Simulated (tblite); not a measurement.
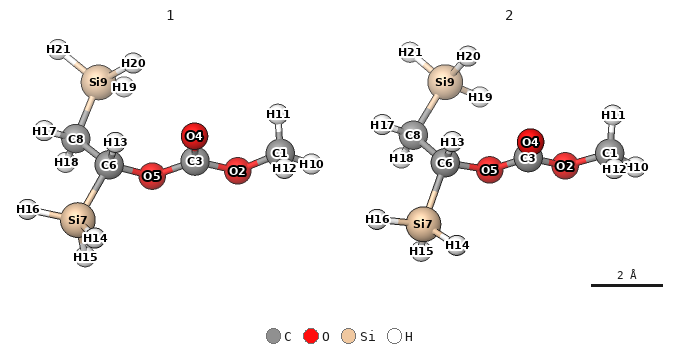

Two geometries of C₄H₁₂O₃Si₂, drawn at one scale. One is the start of a relaxation, the other its converged end. A ball-and-stick model, seen at a tilt.

Level of theory: GFN2-xTB geometry optimisation, gas phase (tblite 0.8.0). 

**Which of the two is the end point?**

Structure 2 is the relaxed one. The energy falls by 22.7 kcal/mol in 96 geometry steps. The largest move after the best rigid fit is that of H14, 0.76 Å. By element the largest moves are H 0.76 Å, O 0.36 Å, C 0.28 Å, Si 0.23 Å. Near-neighbour distances that change, for instance: C8–Si9 1.840 → 1.908 Å, C3–O5 1.378 → 1.322 Å, C3–O4 1.249 → 1.200 Å, C8–H17 1.129 → 1.090 Å. Bond angles that change, for instance: O2–C3–O5 125.0° → 108.4°, O4–C3–O5 116.9° → 126.7°, Si7–C6–C8 106.2° → 115.1°.
